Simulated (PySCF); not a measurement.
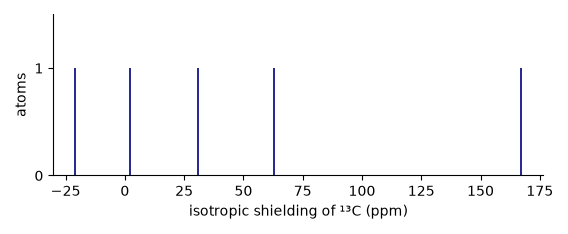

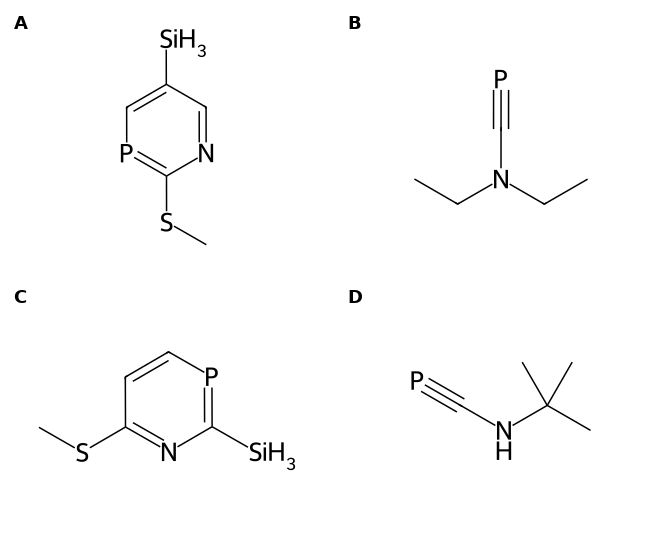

The sticks are computed shieldings of one of the molecules, for one fixed geometry (GFN2-xTB) without averaging over rotations. Low shielding means a high chemical shift. Method: GIAO PBE0/pcSseg-1 NMR shielding, non-relativistic, gas phase (PySCF 2.14.0).

Question: Match the spectrum to a structure.

Answer: A, `CSc1ncc([SiH3])cp1`. Its 5 C atoms give lines at −20.8, 2.2, 30.9, 62.9, 167.1 ppm.

The geometry is semi-empirical. Around P, Si such bond lengths and angles can be off by a tenth of an ångström or more and by several degrees, and values that hang on the shape move with them.
